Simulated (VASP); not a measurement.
# How PAW data sets and SCF solver change a VASP run on VClO, part 3 of 3

A convergence test on VClO: the PAW data sets and SCF solver. The series runs use r2SCAN. The start is a cell from a database of measured crystal structures.

VASP 6.6.1, plane waves and PAW; the level of theory is named at each step.

Still holding for the runs below: The magnetic state follows from one typed start and may not be the lowest. Experiment finds antiferromagnetic order in this phase (below 79 K, arxiv:0909.2029), so this ferromagnetic run describes another state.

So far. Step 10 (SCF solver: ALGO = Fast): Against the first of the series the energy stays within 0.01 meV an atom and the pressure within 0.01 GPa, after 19 cycles in 2.4 min. Step 11 (SCF solver: ALGO = VeryFast): Against the first of the series the energy stays within 0.01 meV an atom and the pressure within 0.01 GPa, after 25 cycles in 3.1 min.

## Step 12: SCF solver: ALGO = All

Level of this step: r2SCAN, spin-polarised from a ferromagnetic start; plane waves and PAW (V_sv, Cl, O) (VASP).

The input, INCAR:

```
SYSTEM = VClO
PREC = Accurate
ENCUT = 520
EDIFF = 1E-06
NELM = 100
ISMEAR = -1
SIGMA = 0.05
LREAL = .FALSE.
ALGO = All
METAGGA = R2SCAN
LASPH = .TRUE.
NBANDS = 38
ISPIN = 2
MAGMOM = 2 2 0 0 0 0
LMAXMIX = 4
LORBIT = 11
LWAVE = .FALSE.
LCHARG = .FALSE.
KPAR = 4
ISIF = 2
```

The input, POSCAR:

```
VClO
1.0
    3.3000000000      0.0000000000      0.0000000000
    0.0000000000      3.7800000000      0.0000000000
    0.0000000000      0.0000000000      7.9100000000
V Cl O
2 2 2
Direct
    0.0000000000      0.5000000000      0.1148000000
    0.5000000000      0.0000000000      0.8852000000
    0.5000000000      0.5000000000      0.3279000000
    0.0000000000      0.0000000000      0.6721000000
    0.5000000000      0.5000000000      0.9542000000
    0.0000000000      0.0000000000      0.0458000000
```

The input, KPOINTS:

```
Automatic mesh
0
Gamma
7 6 3
0 0 0
```

Potentials, in the order of the species: V_sv, Cl and O (PBE family, release 64).

Run with:

```console
$ mpirun -np 4 vasp_std
```

Output:

```text
[... set-up lines as in an earlier step ...]
 entering main loop
       N       E                     dE             d eps       ncg     rms           ort
DAV:   1     0.591322288507E+03    0.59132E+03   -0.31044E+04  1216   0.147E+03
DAV:   2    -0.378924816011E+02   -0.62921E+03   -0.59997E+03  1216   0.427E+02
DAV:   3    -0.860306178796E+02   -0.48138E+02   -0.47390E+02  1216   0.126E+02
DAV:   4    -0.869220164311E+02   -0.89140E+00   -0.88948E+00  1216   0.176E+01
DAV:   5    -0.869360996392E+02   -0.14083E-01   -0.14080E-01  1216   0.221E+00
SDA:   6    -0.435044351982E+02    0.43432E+02   -0.14080E-01  1216   0.138E+03   0.000E+00
 gam= 0.000 g(H,U,f)=  0.104E+03 0.292E+02 0.494E+01 ort(H,U,f) = 0.000E+00 0.000E+00 0.000E+00
 gam= 0.000 trial= 0.400  step=  0.2538 mean=  0.4000
CGA:   7    -0.609946594009E+02   -0.17490E+02   -0.17495E+02  1216   0.184E+02   0.923E+00
 gam= 0.134 g(H,U,f)=  0.146E+02 0.370E+01 0.167E+00 ort(H,U,f) =-0.118E+02 0.122E+02 0.559E+00
 gam= 0.134 trial= 0.385  step=  0.2956 mean=  0.3854
[...]
steps along line     -0.53140E-04   0.53140E-04   0.53140E+00   0.17935E+01   0.11957E+01   0.79710E+00
  energies along line   0.53301E-09  -0.53301E-09  -0.47906E-05  -0.58745E-05  -0.71658E-05  -0.62220E-05
CGA:  29    -0.655311090849E+02   -0.71760E-05   -0.71686E-05  1216   0.441E-05  -0.104E-05
 gam= 0.440 g(H,U,f)=  0.327E-05 0.851E-06 0.292E-06 ort(H,U,f) =-0.250E-05 0.895E-06 0.565E-06
 gam= 0.440 trial= 0.600  step=  0.5947 mean=  0.6000
SDA:  30    -0.655311102567E+02   -0.11718E-05   -0.11754E-05  1216   0.149E-05   0.153E-05
 gam= 0.000 g(H,U,f)=  0.113E-05 0.243E-06 0.118E-06 ort(H,U,f) = 0.669E-06 0.523E-06 0.341E-06
 gam= 0.000 trial= 0.599  step=  0.5123 mean=  0.5995
SDA:  31    -0.655311106074E+02   -0.35073E-06   -0.38125E-06  1216   0.498E-06   0.699E-06
 gam= 0.000 g(H,U,f)=  0.261E-06 0.161E-06 0.767E-07 ort(H,U,f) = 0.434E-06 0.171E-06 0.949E-07
 gam= 0.000 trial= 0.591  step=  4.1535 mean=  0.5907
  continued last = 1.994  step=  1.6882 harm=  1.8388 4th-ord=  1.6882
  continued last = 1.329  step=  1.8407 harm=  1.8407 4th-ord=  2.0537
  steps along line     -0.59075E-04   0.59075E-04   0.59075E+00   0.19938E+01   0.13292E+01
  energies along line   0.29415E-10  -0.29415E-10  -0.27323E-06  -0.50302E-06  -0.46745E-06
 final diagonalization occupied
   1 F= -.65531111E+02 E0= -.65528726E+02  d E =-.476956E-02  mag=     4.0000
```

Wall time 3.6 min (4 MPI ranks of Intel Xeon 6975P-C (Granite Rapids), shared host); peak memory 2.2 GiB.

OUTCAR, selected parts (step 12):

```text
  Total        1.3428903      0.2029596      1.0113635      0.0000000      0.0000000      0.0000000
  in kB       21.8056425      3.2956261     16.4223621      0.0000000      0.0000000      0.0000000
  external PRESSURE =      13.8412102 kB  Pullay stress =       0.0000000 kB

 POSITION                                       TOTAL-FORCE (eV/Angst)
 -----------------------------------------------------------------------------------
      0.00000      1.89000      0.90807         0.000000      0.000000     -0.002361
      1.65000      0.00000      7.00193         0.000000      0.000000      0.002361
      1.65000      1.89000      2.59369         0.000000      0.000000      0.129143
      0.00000      0.00000      5.31631         0.000000      0.000000     -0.129143
      1.65000      1.89000      7.54772         0.000000      0.000000     -0.004631
      0.00000      0.00000      0.36228         0.000000      0.000000      0.004631
 -----------------------------------------------------------------------------------
    total drift:                                0.000000      0.000000      0.000000

  FREE ENERGIE OF THE ION-ELECTRON SYSTEM (eV)
  ---------------------------------------------------
  free  energy   TOTEN  =       -65.5311106074 eV

  energy  without entropy=      -65.5263410473  energy(sigma->0) =      -65.52872583

[... 3 parts as in an earlier step ...]

[... 1 further part left out ...]
[key lines of the parts left out:]
E-fermi :   4.2862
```

Against the first of the series the energy stays within 0.01 meV an atom and the pressure within 0.01 GPa, after 31 cycles in 3.6 min.

## Step 13: SCF solver: ALGO = Damped

Edit INCAR of step 12 so:

```diff
@@ -8,3 +8,3 @@
 LREAL = .FALSE.
-ALGO = All
+ALGO = Damped
 METAGGA = R2SCAN
```

POSCAR is that of step 12.

KPOINTS is that of step 12.

Run with:

```console
$ mpirun -np 4 vasp_std
```

Output:

```text
[... set-up lines as in an earlier step ...]
 entering main loop
       N       E                     dE             d eps       ncg     rms           ort
DAV:   1     0.847013414968E+03    0.84701E+03   -0.28699E+04  1216   0.147E+03
DAV:   2     0.960574362689E+02   -0.75096E+03   -0.72359E+03  1216   0.493E+02
DAV:   3    -0.583324985943E+02   -0.15439E+03   -0.14641E+03  1216   0.227E+02
DAV:   4    -0.812883523525E+02   -0.22956E+02   -0.22165E+02  1216   0.927E+01
[...]
DMP:  37    -0.655311074403E+02   -0.27490E-05   -0.15807E-05  1216   0.195E-05   0.524E-05
DMP:  38    -0.655311090476E+02   -0.16073E-05   -0.88888E-06  1216   0.109E-05   0.295E-05
DMP:  39    -0.655311099943E+02   -0.94668E-06   -0.49858E-06  1216   0.613E-06   0.166E-05
 final diagonalization occupied
   1 F= -.65531110E+02 E0= -.65528708E+02  d E =-.480377E-02  mag=     4.0000
```

Wall time 4.1 min (4 MPI ranks); peak memory 2.2 GiB.

OUTCAR, selected parts (step 13):

```text
  Total        1.3428381      0.1978220      1.0092099      0.0000000      0.0000000      0.0000000
  in kB       21.8047954      3.2122034     16.3873921      0.0000000      0.0000000      0.0000000
  external PRESSURE =      13.8014637 kB  Pullay stress =       0.0000000 kB

 POSITION                                       TOTAL-FORCE (eV/Angst)
 -----------------------------------------------------------------------------------
      0.00000      1.89000      0.90807         0.000000      0.000000     -0.005667
      1.65000      0.00000      7.00193         0.000000      0.000000      0.005667
      1.65000      1.89000      2.59369         0.000000      0.000000      0.128579
      0.00000      0.00000      5.31631         0.000000      0.000000     -0.128579
      1.65000      1.89000      7.54772         0.000000      0.000000     -0.005300
      0.00000      0.00000      0.36228         0.000000      0.000000      0.005300
 -----------------------------------------------------------------------------------
    total drift:                                0.000000      0.000000      0.000000

  FREE ENERGIE OF THE ION-ELECTRON SYSTEM (eV)
  ---------------------------------------------------
  free  energy   TOTEN  =       -65.5311099943 eV

  energy  without entropy=      -65.5263062270  energy(sigma->0) =      -65.52870811

 magnetization (x)
# of ion       s       p       d       tot
------------------------------------------
    1        0.021   0.014   1.838   1.873
    2        0.021   0.014   1.838   1.873
    3        0.001  -0.006   0.000  -0.005
    4        0.001  -0.006   0.000  -0.005
    5       -0.000  -0.000   0.000  -0.001
    6       -0.000  -0.000   0.000  -0.001
--------------------------------------------------
tot          0.043   0.016   3.677   3.735

[... 2 parts as in an earlier step ...]

[... 1 further part left out ...]
[key lines of the parts left out:]
E-fermi :   4.2859
```

Against the first of the series the energy stays within 0.01 meV an atom and the pressure within 0.01 GPa, after 39 cycles in 4.1 min.

## Step 14: SCF solver: AMIX = 0.1, BMIX = 0.01

Edit INCAR of step 13 so:

```diff
@@ -8,3 +8,3 @@
 LREAL = .FALSE.
-ALGO = Damped
+ALGO = Normal
 METAGGA = R2SCAN
@@ -20 +20,3 @@
 ISIF = 2
+AMIX = 0.1
+BMIX = 0.01
```

POSCAR is that of step 13.

KPOINTS is that of step 13.

Run with:

```console
$ mpirun -np 4 vasp_std
```

Output:

```text
[... set-up lines as in an earlier step ...]
 entering main loop
       N       E                     dE             d eps       ncg     rms          rms(c)
[... 5 cycles as in an earlier step ...]
DAV:   6    -0.683035884163E+02    0.18633E+02   -0.71536E+00  5002   0.219E+01    0.244E+01
DAV:   7    -0.650571387077E+02    0.32464E+01   -0.15592E+01  6138   0.281E+01    0.113E+01
DAV:   8    -0.654176582987E+02   -0.36052E+00   -0.15075E+00  5350   0.710E+00    0.125E+01
DAV:   9    -0.651298160648E+02    0.28784E+00   -0.37431E-01  5322   0.403E+00    0.181E+01
[...]
DAV:  22    -0.655311136848E+02    0.20785E-05   -0.25428E-06  4382   0.124E-02    0.127E-02
DAV:  23    -0.655311121178E+02    0.15670E-05   -0.97221E-07  2638   0.723E-03    0.555E-03
DAV:  24    -0.655311113117E+02    0.80617E-06   -0.60654E-07  2474   0.627E-03
   1 F= -.65531111E+02 E0= -.65528737E+02  d E =-.474897E-02  mag=     4.0000
```

It took 3.1 min on 4 MPI ranks; peak memory 1.5 GiB; 9 min of CPU time.

OUTCAR, selected parts (step 14):

```text
  Total        1.3441432      0.1996142      1.0097829      0.0000000      0.0000000      0.0000000
  in kB       21.8259869      3.2413039     16.3966974      0.0000000      0.0000000      0.0000000
  external PRESSURE =      13.8213294 kB  Pullay stress =       0.0000000 kB

 POSITION                                       TOTAL-FORCE (eV/Angst)
 -----------------------------------------------------------------------------------
      0.00000      1.89000      0.90807         0.000000      0.000000     -0.006408
      1.65000      0.00000      7.00193         0.000000      0.000000      0.006408
      1.65000      1.89000      2.59369         0.000000      0.000000      0.128984
      0.00000      0.00000      5.31631         0.000000      0.000000     -0.128984
      1.65000      1.89000      7.54772         0.000000      0.000000     -0.004083
      0.00000      0.00000      0.36228         0.000000      0.000000      0.004083
 -----------------------------------------------------------------------------------
    total drift:                               -0.000000      0.000000      0.000000

  FREE ENERGIE OF THE ION-ELECTRON SYSTEM (eV)
  ---------------------------------------------------
  free  energy   TOTEN  =       -65.5311113117 eV

  energy  without entropy=      -65.5263623414  energy(sigma->0) =      -65.52873683

[... 3 parts as in an earlier step ...]

[... 1 further part left out ...]
[key lines of the parts left out:]
E-fermi :   4.2864
```

Against the first of the series the energy stays within 0.01 meV an atom and the pressure within 0.01 GPa, after 24 cycles in 3.1 min.

## Step 15: SCF solver: AMIX = 0.8

Edit INCAR of step 14 so:

```diff
@@ -20,3 +20,2 @@
 ISIF = 2
-AMIX = 0.1
-BMIX = 0.01
+AMIX = 0.8
```

POSCAR is that of step 14.

KPOINTS is that of step 14.

Run with:

```console
$ mpirun -np 4 vasp_std
```

Output:

```text
[... set-up lines as in an earlier step ...]
 entering main loop
       N       E                     dE             d eps       ncg     rms          rms(c)
[... 5 cycles as in an earlier step ...]
DAV:   6    -0.974255780407E+02   -0.10489E+02   -0.15696E+02  5600   0.103E+02    0.656E+01
DAV:   7    -0.692092171073E+02    0.28216E+02   -0.21511E+02  5108   0.134E+02    0.182E+01
DAV:   8    -0.666462890186E+02    0.25629E+01   -0.29411E+01  5112   0.285E+01    0.157E+01
DAV:   9    -0.663240673262E+02    0.32222E+00   -0.32651E+00  5758   0.121E+01    0.832E+00
[...]
DAV:  21    -0.655311149583E+02    0.22040E-05   -0.80111E-06  4430   0.250E-02    0.156E-02
DAV:  22    -0.655311133213E+02    0.16370E-05   -0.11827E-05  4766   0.304E-02    0.597E-03
DAV:  23    -0.655311129415E+02    0.37980E-06   -0.56361E-06  4364   0.203E-02
   1 F= -.65531113E+02 E0= -.65528738E+02  d E =-.474928E-02  mag=     4.0000
```

The job ended after 2.1 min (4 MPI ranks; peak memory 1.5 GiB).

From OUTCAR (step 15):

```text
  Total        1.3403077      0.2006029      1.0092520      0.0000000      0.0000000      0.0000000
  in kB       21.7637077      3.2573589     16.3880758      0.0000000      0.0000000      0.0000000
  external PRESSURE =      13.8030475 kB  Pullay stress =       0.0000000 kB

 POSITION                                       TOTAL-FORCE (eV/Angst)
 -----------------------------------------------------------------------------------
      0.00000      1.89000      0.90807         0.000000      0.000000     -0.005511
      1.65000      0.00000      7.00193         0.000000      0.000000      0.005511
      1.65000      1.89000      2.59369         0.000000      0.000000      0.128995
      0.00000      0.00000      5.31631         0.000000      0.000000     -0.128995
      1.65000      1.89000      7.54772         0.000000      0.000000     -0.004497
      0.00000      0.00000      0.36228         0.000000      0.000000      0.004497
 -----------------------------------------------------------------------------------
    total drift:                                0.000000      0.000000      0.000000

  FREE ENERGIE OF THE ION-ELECTRON SYSTEM (eV)
  ---------------------------------------------------
  free  energy   TOTEN  =       -65.5311129415 eV

  energy  without entropy=      -65.5263636644  energy(sigma->0) =      -65.52873830

[... 3 parts as in an earlier step ...]

[... 1 further part left out ...]
[key lines of the parts left out:]
E-fermi :   4.2864
```

Against the first of the series the energy stays within 0.01 meV an atom and the pressure within 0.01 GPa, after 23 cycles in 2.1 min.

## Step 16: SCF solver: IMIX = 1, AMIX = 0.2

Edit INCAR of step 15 so:

```diff
@@ -20,2 +20,3 @@
 ISIF = 2
-AMIX = 0.8
+IMIX = 1
+AMIX = 0.2
```

POSCAR is that of step 15.

KPOINTS is that of step 15.

Run with:

```console
$ mpirun -np 4 vasp_std
```

Output:

```text
[... set-up lines as in an earlier step ...]
 entering main loop
       N       E                     dE             d eps       ncg     rms          rms(c)
[... 5 cycles as in an earlier step ...]
DAV:   6    -0.661444150209E+02    0.20792E+02   -0.14606E+01  5802   0.316E+01    0.185E+01
DAV:   7    -0.652644447570E+02    0.87997E+00   -0.40443E+00  5940   0.124E+01    0.130E+01
DAV:   8    -0.653501828244E+02   -0.85738E-01   -0.56358E-01  5744   0.434E+00    0.113E+01
DAV:   9    -0.654056953481E+02   -0.55513E-01   -0.85803E-02  5948   0.151E+00    0.927E+00
[...]
DAV:  42    -0.655311061649E+02   -0.14106E-05   -0.36694E-08  2444   0.138E-03    0.957E-03
DAV:  43    -0.655311072594E+02   -0.10945E-05   -0.24839E-08  2432   0.113E-03    0.778E-03
DAV:  44    -0.655311081163E+02   -0.85691E-06   -0.17650E-08  2432   0.953E-04
   1 F= -.65531108E+02 E0= -.65528728E+02  d E =-.475939E-02  mag=     4.0000
```

Elapsed: 3.7 min, on 4 MPI ranks; peak memory 1.4 GiB.

From OUTCAR (step 16):

```text
  Total        1.3442082      0.2018262      1.0133845      0.0000000      0.0000000      0.0000000
  in kB       21.8270424      3.2772230     16.4551788      0.0000000      0.0000000      0.0000000
  external PRESSURE =      13.8531481 kB  Pullay stress =       0.0000000 kB

 POSITION                                       TOTAL-FORCE (eV/Angst)
 -----------------------------------------------------------------------------------
      0.00000      1.89000      0.90807         0.000000      0.000000     -0.005767
      1.65000      0.00000      7.00193         0.000000      0.000000      0.005767
      1.65000      1.89000      2.59369         0.000000      0.000000      0.128494
      0.00000      0.00000      5.31631         0.000000      0.000000     -0.128494
      1.65000      1.89000      7.54772         0.000000      0.000000     -0.004400
      0.00000      0.00000      0.36228         0.000000      0.000000      0.004400
 -----------------------------------------------------------------------------------
    total drift:                               -0.000000      0.000000      0.000000

  FREE ENERGIE OF THE ION-ELECTRON SYSTEM (eV)
  ---------------------------------------------------
  free  energy   TOTEN  =       -65.5311081163 eV

  energy  without entropy=      -65.5263487308  energy(sigma->0) =      -65.52872842

[... 3 parts as in an earlier step ...]

[... 1 further part left out ...]
[key lines of the parts left out:]
E-fermi :   4.2861
```

Against the first of the series the energy stays within 0.01 meV an atom; the pressure moves by +0.01 GPa, after 44 cycles in 3.7 min.

## Step 17: The SCF solver series as a table

This step: convergence of r2SCAN results with the solver; plane waves and PAW (VASP 6.6.1).

This step runs nothing: it gathers the runs above.

Differences are taken from the run with ALGO = Normal. Results of the series, by row:

| setting | status | energy less the reference (meV/atom) | pressure (GPa) | largest force difference (meV/Å) | gap (eV) | moment (μB) | SCF cycles | wall time (s) |
| --- | --- | --- | --- | --- | --- | --- | --- | --- |
| ALGO = Normal | converged | 0 | 1.38 | 0 | 0.2077 | 4 | 17 | 98 |
| ALGO = Fast | converged | -2.18e-4 | 1.381 | 0.64 | 0.2079 | 4 | 19 | 141 |
| ALGO = VeryFast | converged | -2.65e-4 | 1.383 | 0.415 | 0.2079 | 4 | 25 | 187 |
| ALGO = All | converged | 0.001927 | 1.384 | 3.318 | 0.2076 | 4 | 31 | 214 |
| ALGO = Damped | converged | 0.00488 | 1.38 | 0.659 | 0.207 | 4 | 39 | 248.1 |
| AMIX = 0.1, BMIX = 0.01 | converged | 9.33e-5 | 1.382 | 0.944 | 0.2079 | 4 | 24 | 185 |
| AMIX = 0.8 | converged | -1.52e-4 | 1.38 | 0.955 | 0.2078 | 4 | 23 | 128 |
| IMIX = 1, AMIX = 0.2 | converged | 0.001495 | 1.385 | 0.454 | 0.2075 | 4 | 44 | 224 |

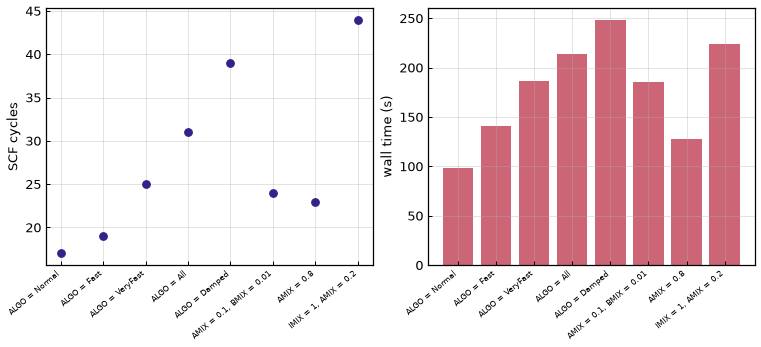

The SCF cycles and the wall time by setting.

## Step 18: Results

| Property | Result |
| --- | --- |
| spread of the pressure over the PAW data sets | 1.31 GPa |
| fewest SCF cycles | ALGO = Normal (17) |
| most SCF cycles among converged runs | IMIX = 1, AMIX = 0.2 (44) |
| spread of the pressure over the SCF solver | 0.00578 GPa |
| spread of the energy over the SCF solver | 0.00514 meV/atom |

The choice of data set moves the pressure between 0.19 GPa (gw 64: V_sv_GW Cl_GW O_GW) and 1.49 GPa (hard 64: V_sv Cl_h O_h); the cutoffs differ too (1000, 400, 520 and 540 eV). The gap moves by up to 0.12 eV. All SCF solvers that converged agree within 0.05 meV an atom. No setting beats the 98 s of ALGO = Normal by a fifth or more; the slowest converged run is ALGO = Damped, at 4.1 min. On a shared host such times are rough. Data sets differ in their zero of energy, so energies are not compared.

[Lines on the potential files, build, host, timing and source positions are cut from VASP's logs without a mark.]

[Logs are printed without paths, hosts, clocks, repeated set-up lines and the standing remarks that a program may print on its own settings, such as how far it seeks lower states.]

[Hosts, paths, dates, database ids (printed as entryN), source tags and the programs' standing remarks are cut or masked in the printed files.]

[A measured line is paired with the nearest computed mode of its activity, which favours agreement.]
